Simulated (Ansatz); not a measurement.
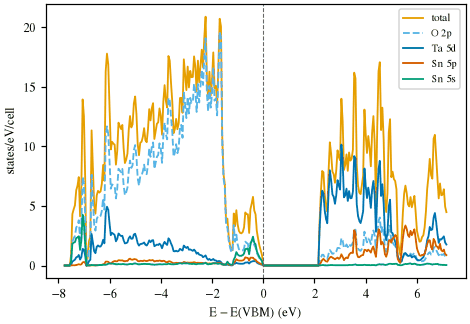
Total and projected density of states of Ta₂SnO₆ in space group C2/c (No. 15; Pearson symbol mS36), plane-wave PAW PBEsol (Ansatz code)

Problem. Which orbitals carry the states next to the gap?

Solution. Top 1 eV of the valence band: O 2p 41 %, Sn 5s 37 %, Sn 5p 13 %, Ta 5d 7 %. Bottom 1 eV of the conduction band: Ta 5d 76 %, O 2p 14 %, Sn 5p 7 %. Projections are on Löwdin-orthogonalised atomic valence shells; empty p or d shells of many metals are not among them.

Problem. Where is the tallest occupied peak in this window, and what makes it?

Solution. Near -2.3 eV, about 21 states/eV per cell; the largest projected share is O 2p.

The first step of the workflow began from a Materials Project structure, measured or hypothetical; the Crystallography Open Database copy checked does not list it. COD files the formula under space group No. 9. Whether it is the stable phase at ambient conditions was not checked. Symmetry was held in the PBEsol relaxation; its stability against distortions is not shown here. No spin polarisation was allowed. Spin–orbit coupling is left out wherever it is not named.

Potentials: the later of the program's two PAW sets.
